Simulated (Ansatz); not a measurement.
Zinc-blende HgTe was calculated with rVV10 in Ansatz (PAW).

Numerical settings: plane-wave cutoff 520 eV, 10×10×10 k mesh, Fermi–Dirac smearing 0.01 eV, scalar-relativistic PAW data made under PBE.

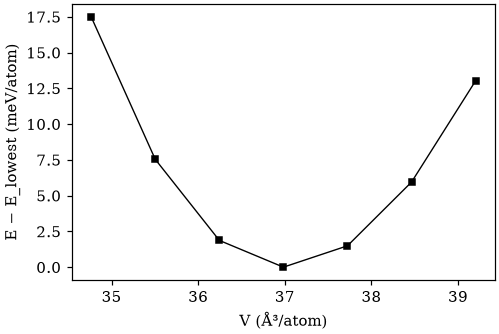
Total energy against volume

Q: From the curve, estimate the equilibrium volume and the bulk modulus.

A: V0 ≈ 37.0 Å³/atom and B0 ≈ 36 GPa; the fit gives V0 = 37.010 Å³/atom, B0 = 36.2 GPa, B′ = 5.2.

Measured, for comparison: bulk modulus 42.3 GPa (temperature not stated, not corrected to a static lattice; as tabulated in Toher et al. (2017), arXiv:1611.05714); equilibrium volume per atom 33.70 Å³/atom (room temperature, not corrected to a static lattice; as tabulated in Cava et al. (2013), arXiv:1302.1059). Computed (rounded) less measured: bulk modulus -14 %, equilibrium volume per atom +9.8 %.

Spin–orbit coupling is not included; it can open a gap where bands touch, and shift volumes and moduli.

Ansatz is a program for electronic structure.
